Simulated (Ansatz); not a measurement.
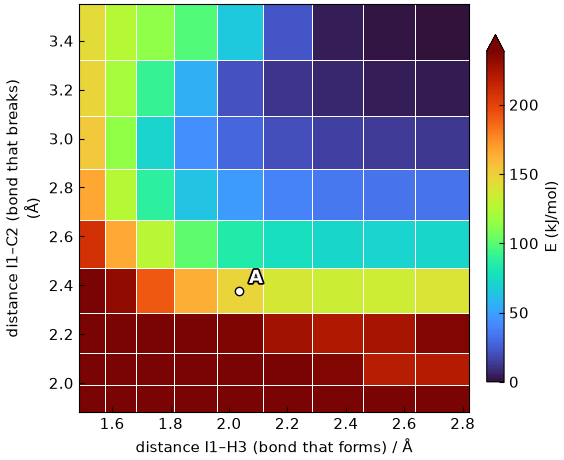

The reacting system CH₄I (fragments CH₃I + H where the first distance is long, HI + CH₃ where the second is long), spin multiplicity 2. 
- First axis: distance I1–H3 (bond that forms). Second axis: distance I1–C2 (bond that breaks).
- Relaxed at each point: all other coordinates.
- The grid has 9 × 9 points.
- Points are written as (first, second).
- All energies are given in kJ/mol relative to the lowest grid point.
- Energies and slopes of some neighbouring points disagree (a jump in structure or state, or too coarse a mesh).
- Computed with UKS B3LYP-D4/def2-SVP in Ansatz.

Drawn: one coloured cell a grid point, one colour for all values above the top of the scale, the point A.

Q: Is A at rest? If not, where is it pushed?

A: A, at (2.035 Å, 2.375 Å), is not a stationary point. The computed force is 80 kJ/mol for each Å towards larger values of the first coordinate and 420 kJ/mol for each Å towards larger values of the second coordinate.
